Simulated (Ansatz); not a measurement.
Structure of Ge:

```cif
data_structure
_symmetry_space_group_name_H-M 'P 1'
_symmetry_Int_Tables_number 1
_cell_length_a 5.6600
_cell_length_b 5.6600
_cell_length_c 5.6600
_cell_angle_alpha 90.000
_cell_angle_beta 90.000
_cell_angle_gamma 90.000
_cell_volume 181.32
loop_
_atom_site_label
_atom_site_type_symbol
_atom_site_fract_x
_atom_site_fract_y
_atom_site_fract_z
_atom_site_occupancy
Ge1 Ge 0.50000 0.00000 0.50000 1
Ge2 Ge 0.25000 0.25000 0.25000 1
Ge3 Ge 0.50000 0.50000 0.00000 1
Ge4 Ge 0.25000 0.75000 0.75000 1
Ge5 Ge 0.00000 0.00000 0.00000 1
Ge6 Ge 0.75000 0.25000 0.75000 1
Ge7 Ge 0.00000 0.50000 0.50000 1
Ge8 Ge 0.75000 0.75000 0.25000 1
```

It is based on the input geometry of an electronic-structure calculation (not necessarily at equilibrium).

> Which powder rings are expected with 100 kV electrons? List the innermost 5, leaving out those under 3 % of the strongest.

| ring | radius | d (Å) | hkl |
| --- | --- | --- | --- |
| 1 | 3.06 nm⁻¹ | 3.27 | 111 |
| 2 | 5.00 nm⁻¹ | 2.00 | 220 |
| 3 | 5.86 nm⁻¹ | 1.707 | 311 |
| 4 | 7.07 nm⁻¹ | 1.415 | 400 |
| 5 | 7.70 nm⁻¹ | 1.298 | 331 |

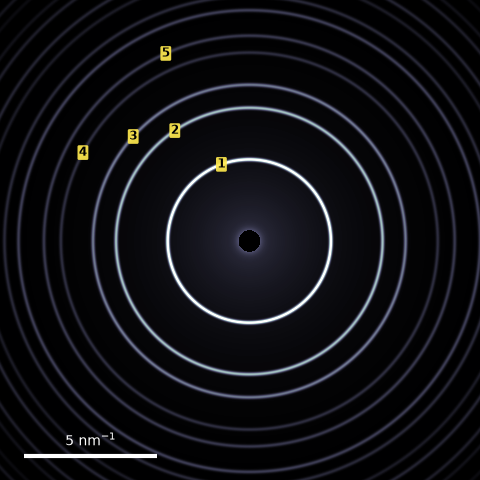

Simulated electron diffraction rings at 100 kV (λ = 0.0370 Å), scale in nm⁻¹ (radius = 1/d), for a fine-grained powder without texture. Kinematic intensities with B = 0.5 Å² for all atoms, without multiple scattering; brightness goes as intensity to the power 0.6, clipped at the top. Reflections closer than the ring width show as one ring. The numbers mark the rings of the table.
